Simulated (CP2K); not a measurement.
Consider acetylene at its PBE geometry (Å).

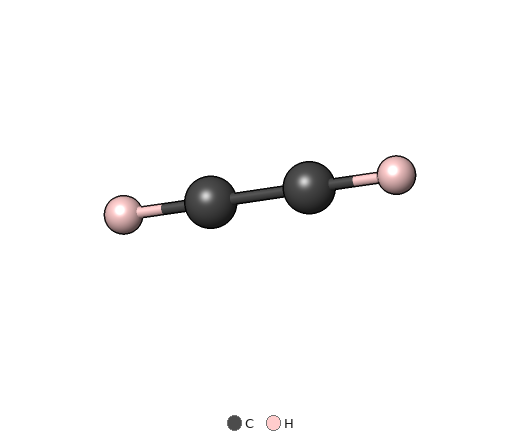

The molecule (carbon dark grey, hydrogen pink).

```xyz
4

C    -0.5651    0.0821   -0.1975
C     0.5651   -0.0821    0.1975
H    -1.5656    0.2243   -0.5488
H     1.5656   -0.2243    0.5488
```

Method: CP2K XAS_TDP, all-electron GAPW, PBEh(45%), aug-cc-pVTZ, TDA, GW2X-corrected core level, no relativity.

Question: Where do the C K-edge lines lie, and how strong are they?

Leading lines: C1 286.25 eV. The leading line of an atom is its first one with 35 % of the strongest within 2.5 eV of its lowest line over the strength cut. Core ionisation energies at this level: C1 290.73 eV.

The first six lines of each atom with a strength over 0.0015:

| atom | energy (eV) | states | strength, one atom | above the computed threshold |
| --- | --- | --- | --- | --- |
| C1 (bonded to C and H), 2 alike | 286.25 | 2 | 0.0994 |  |
|  | 288.78 | 1 | 0.0072 |  |
|  | 289.37 | 1 | 0.0015 |  |
|  | 290.18 | 2 | 0.0100 |  |
|  | 290.19 | 1 | 0.0067 |  |
|  | 291.59 | 2 | 0.0068 | yes |

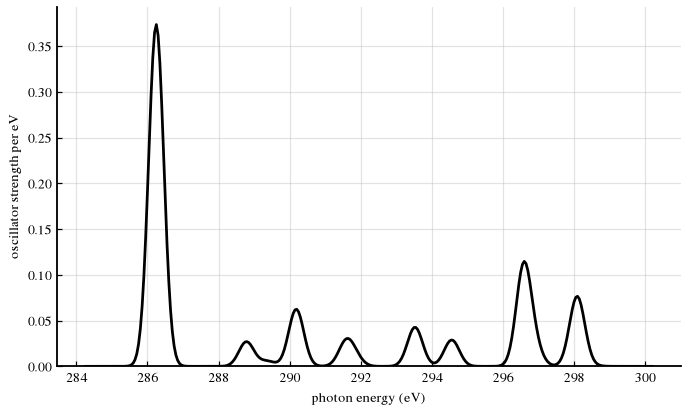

All atoms added, broadened by 0.5 eV.

Lines are vertical, at one geometry, with no vibrational structure. GW2X ionisation energies and lines can be off by 1 to 2 eV either way, and a good line position may hide errors that cancel. These values hold no scalar relativity, about 0.1 eV for C 1s. Rydberg lines, and the discretised continuum above threshold, depend on the basis and the box.

[Banner, clock and machine lines of the logs are left out without a mark of their own.]

[Logs are printed without paths, hosts, clocks, repeated set-up lines and the standing remarks that a program may print on its own settings, such as how far it seeks lower states.]

[Hosts, paths, dates, database ids (printed as entryN), source tags and the programs' standing remarks are cut or masked in the printed files.]
